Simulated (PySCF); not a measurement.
C₄H₁₁As, SMILES `CC(C)(C)[AsH2]`.

Level of theory: PBE0/def2-SVP (PySCF), at a geometry from GFN2-xTB. No frequency check shows the geometry to be a minimum. GFN2-xTB bond lengths at metals and heavier atoms can be off by up to 0.1 Å and shapes distorted, which carries into these values. Without diffuse functions Rydberg states are missing, so the states' numbers hold for this basis only.

Geometry (Å), atoms numbered from 1:

```
C1       1.3243   -1.2373   -0.7369
C2       0.8271   -0.0001    0.0061
C3       1.3382   -0.0198    1.4411
C4       1.3242    1.2571   -0.7027
As5     -1.1910    0.0008   -0.0617
H6       0.9626   -2.1452   -0.2512
H7       2.4141   -1.2690   -0.7550
H8       0.9653   -1.2336   -1.7678
H9       2.4288   -0.0198    1.4609
H10      0.9881   -0.9112    1.9624
H11      0.9881    0.8571    1.9866
H12      0.9653    1.2817   -1.7333
H13      0.9625    2.1513   -0.1923
H14      2.4140    1.2894   -0.7199
H15     -1.3346    1.0417    1.0147
H16     -1.3345   -1.0692    0.9858
```

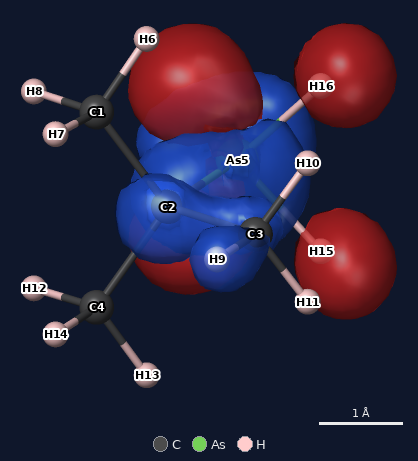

Unrelaxed difference density of S₂ less the ground state (TDA singlet states), ±0.03 e/Å³; red: gain, blue: loss.

How does the charge move on excitation?

Answer. 0.70 e is displaced in all, of which about 0.3 e passes between atoms: C2 (0.16 e) and C3 (0.05 e) lose electrons and H15 and H16 (0.13 e each) gain them. The state: 6.95 eV (178 nm), f = 0.032; the leading pair carries 99 %; hole on As5 (57 %), C2 (18 %) and C3 (6 %), electron on As5 (53 %) and H15 and H16 (15 % each); their centroids lie 0.5 Å apart.
